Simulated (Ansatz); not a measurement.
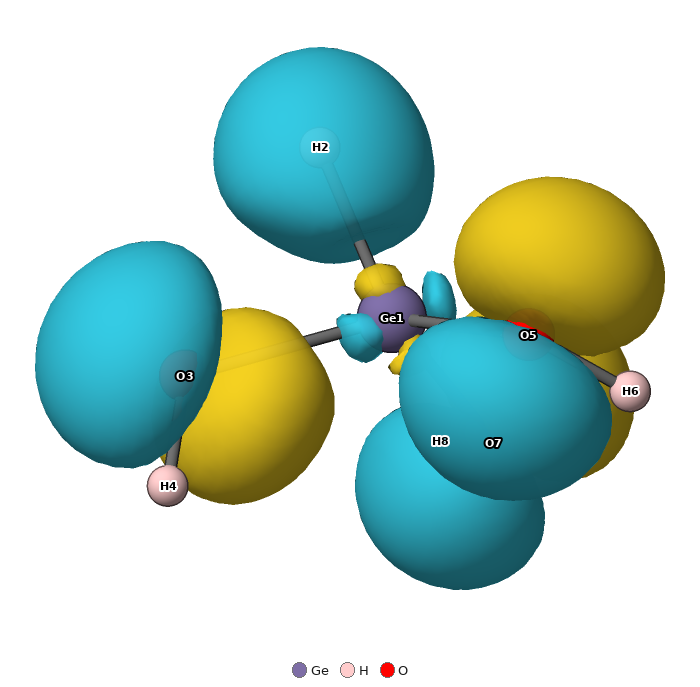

GeH4O3. The HOMO−1 at ±0.1 Å⁻³ᐟ² (yellow and cyan are the two phases), seen from one side.

Not at a stationary point (largest force 1.1 eV/Å).

Level of theory: Ansatz 0.2.0, RKS r2SCAN-D4/def2-mTZVP.

Input file:

```
crystal:
  periodic: [false, false, false]
  atoms:
    - { symbol: Ge, position_ang: [0.0, 0.0, 0.0] }
    - { symbol: H, position_ang: [0.9237, 0.0, 1.4863] }
    - { symbol: O, position_ang: [1.9022, 0.0, 0.5126] }
    - { symbol: H, position_ang: [2.2186, -0.9521, 0.3959] }
    - { symbol: O, position_ang: [-0.8337, 1.4443, -0.5894] }
    - { symbol: H, position_ang: [-1.7915, 1.2136, -0.8118] }
    - { symbol: O, position_ang: [-0.8337, -1.4443, -0.5894] }
    - { symbol: H, position_ang: [-1.2883, -1.91, 0.183] }
basis:
  gaussian: { orbitals: def2-mTZVP }
hamiltonian:
  xc: r2scan
  dispersion: d4
relax:
  f_tol: 0.15
  max_steps: 25
  restrain:
    - { distance: [1, 2], at: 2.21, k: 30.0 }
    - { distance: [0, 1], at: 1.55, k: 30.0 }
    - { distance: [0, 2], at: 1.77, k: 30.0 }
output:
  orbitals: {}
```

Command:

```sh
ansatz run input.yaml --threads 4 --pin off --max-ram 5120MiB --backend cpu --events-out ev --progress --plain --runs-dir out
```

The fields are those of the run's last geometry, not of the input's.

> What is the character of this orbital?

It lies mainly on O5 (about 25 %), O3 (about 25 %), O7 (about 25 %), Ge1 (about 10 %) and H2 (about 10 %); largely a combination of lone pairs on O5, O3 and O7. Its energy is −7.78 eV.
